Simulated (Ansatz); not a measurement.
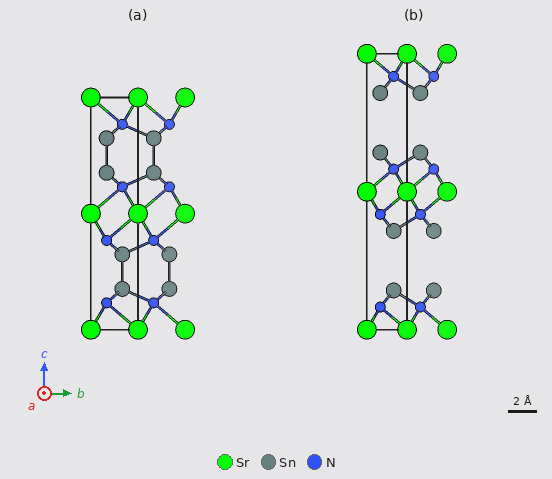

The structure of a crystal of SrSn$_{2}$N$_{2}$ (built on the CaGa2P2-194 type type) before (left) and after (right) a relaxation, at one scale.

The picture is a ball-and-stick view of the cell of the calculation, repeated 1 × 2 × 1 with one cell outlined, seen along the a axis.

Method: Ansatz 0.2.0, DFT, PBEsol, plane waves, PAW. (plane-wave cutoff 420 eV; k-point mesh 6 × 6 × 2; occupations fermi dirac; smearing width 0.03 eV; no spin polarisation; cell and atoms relaxed; force threshold 0.01 eV/Å; at most 120 steps)

Q: Summarise the run.

A: The largest moves relative to the cell, 0.68 Å, are those of Sn and N atoms. Largest moves by element: N 0.68 Å, Sn 0.68 Å. Sr stays in place. The volume changes by −13.8 %, with a = b 4.009 → 3.415 Å (−14.8 %), c 17.117 → 20.340 Å (+18.8 %). Some distances before and after: Sn–Sn 2.552 → 4.388 Å, Sr–Sr 4.009 → 3.415 Å, N–Sr 3.044 → 2.581 Å, N–Sn 2.532 → 2.321 Å. Bonds break: Sn–Sn (2.55 → 4.39 Å). Among the angles between lasting bonds that change: N–Sn–N 104.7° → 94.7°, Sn–N–Sn 104.7° → 94.7°, Sr–N–Sn 163.4° → 171.6°. The space group stays P6_3/mmc (No. 194). The energy falls by 6.903 eV per cell of the calculation in 14 accepted moves (18 points after the start). The largest force component goes from 4.6 to 0.0014 eV/Å. The pressure goes from −9.50 to 0.01 GPa. The line search rejected the trial step at point 9 of the run. At 3 points the geometry stayed and the basis and grid were re-selected for the new cell (energy shift of 58.3 meV per cell of the calculation at most each time).
